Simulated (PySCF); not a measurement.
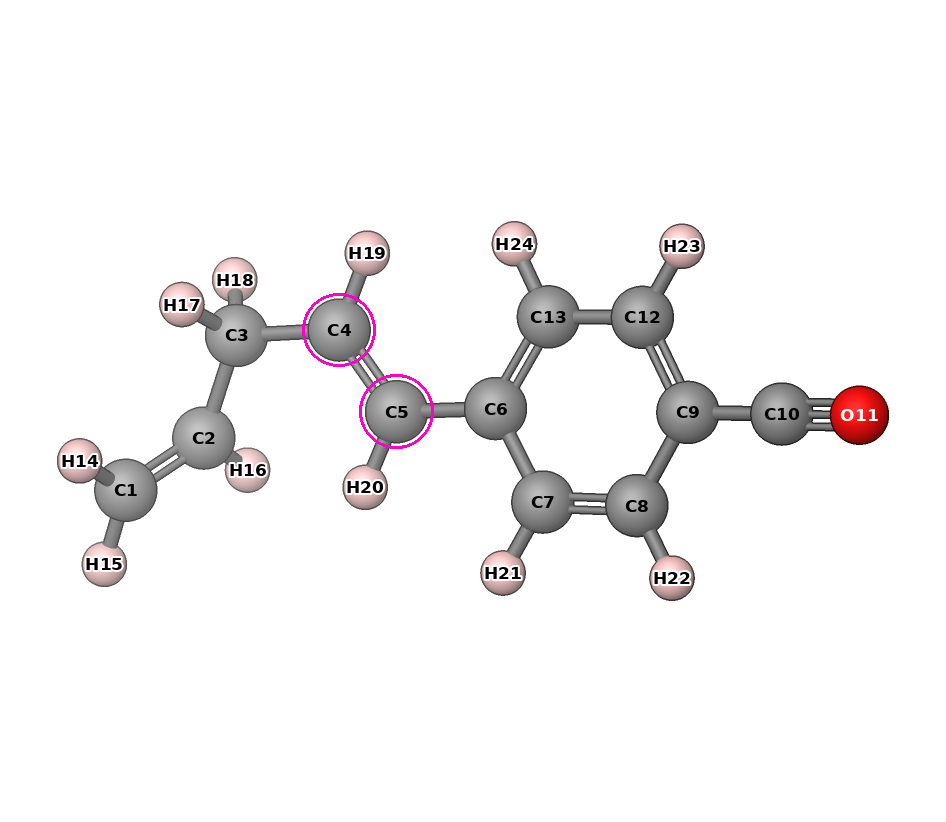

Distant atoms are faded towards the background colour. Circles mark the stereogenic atoms. State: charge +1, singlet. The geometry was computed by an optimisation with PBE0-D3(BJ)/def2-SVP. No frequency run is at hand to confirm it as a minimum.

### Assign CIP descriptors.

C4=C5: E.
